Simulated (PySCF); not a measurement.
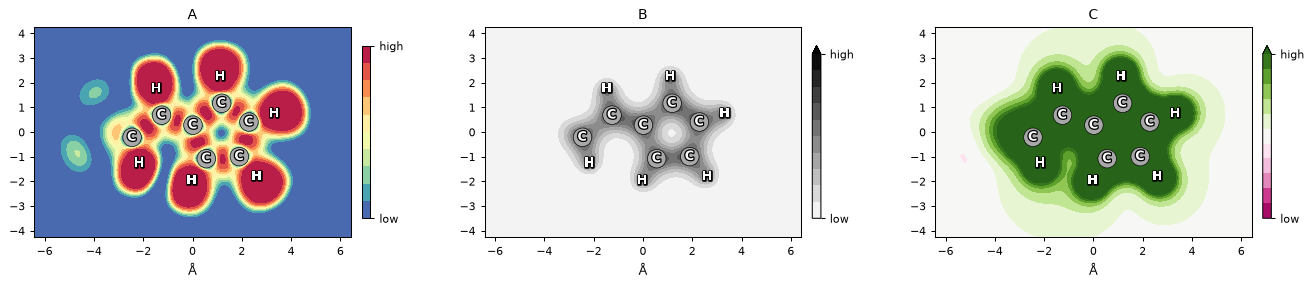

C8H7F3: 3 fields on the plane of atoms C5, C6 and C7, with unlabelled colour scales. Grey discs cover the atomic cores.

Geometry: GFN2-xTB.

Level of theory: PBE0/pcSseg-1, SCF density, gas phase, non-relativistic (PySCF 2.14.0).

Q: Which field does each panel show? The fields are: electron density, electron localisation function and electrostatic potential.

A: Panel A: electron localisation function. Panel B: electron density. Panel C: electrostatic potential (strongly positive close to the atoms and fading to about zero outside). From the grid: C–C (1.34 Å): the density is about 2.3 e/Å³ at the midpoint; the ELF peaks at about 0.95 between the atoms; a multiple bond. C–H (1.07 Å): the density is about 2.1 e/Å³ at the midpoint; the ELF climbs to about 1 towards the hydrogen, as it does in any bond to H; a covalent bond by its length.
